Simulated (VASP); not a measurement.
Band structure of SiC (space group P6_3mc). Calculation: LDA (Ceperley-Alder, Perdew-Zunger), VASP's LDA PAW potentials (set 64) (plane waves; VASP).

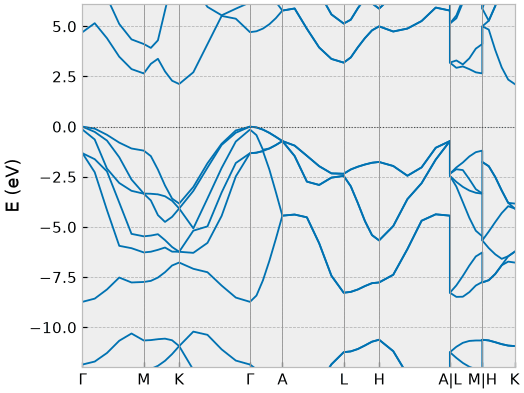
Figure. Bands along high-symmetry lines, zero at the valence-band maximum or, without a gap, the Fermi level

**Question.** Read the plot: is there a gap, and where are the band edges?

**Answer.** The gap is indirect, 2.12 eV, from the valence maximum at Γ to the conduction minimum at K.

The structure is a typed SiC crystal (P6_3mc). The cell was not relaxed at this level.
